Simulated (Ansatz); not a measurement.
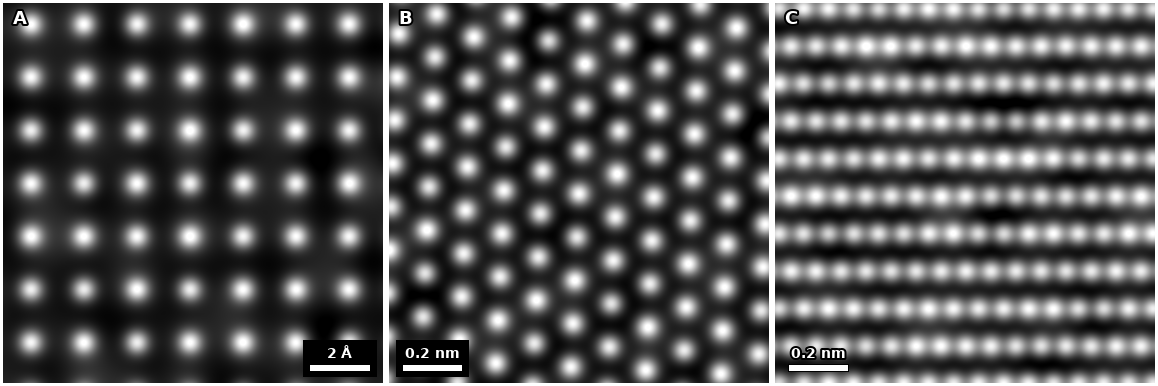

Three views of Cu (Fm-3m, No. 225) along different zone axes. Simulated as the projected potential of neutral atoms (B = 0.3 Å²) blurred by a 0.50 Å probe, the thin-sample limit of integrated differential phase contrast. The speckle of an amorphous layer was added. Model: the input geometry of an electronic-structure calculation (not necessarily at equilibrium).

Space group Fm-3m (No. 225). a = 3.629 Å, b = 3.629 Å, c = 3.629 Å, α = 90.00°, β = 90.00°, γ = 90.00°
| atom | site | symmetry | x | y | z |
| --- | --- | --- | --- | --- | --- |
| Cu | 4a | m-3m | 0.0000 | 0.0000 | 0.0000 |

Question: Match the panels to the zone axes [001], [111] and [221].

Answer: A is [001]: projected cell 1.81 × 1.81 Å, 90°, plane group p4mm. B is [111]: projected cell 1.48 × 1.48 Å, 120°, plane group p6mm. C is [221]: projected cell 0.86 × 1.35 Å, 108°, plane group c2mm.
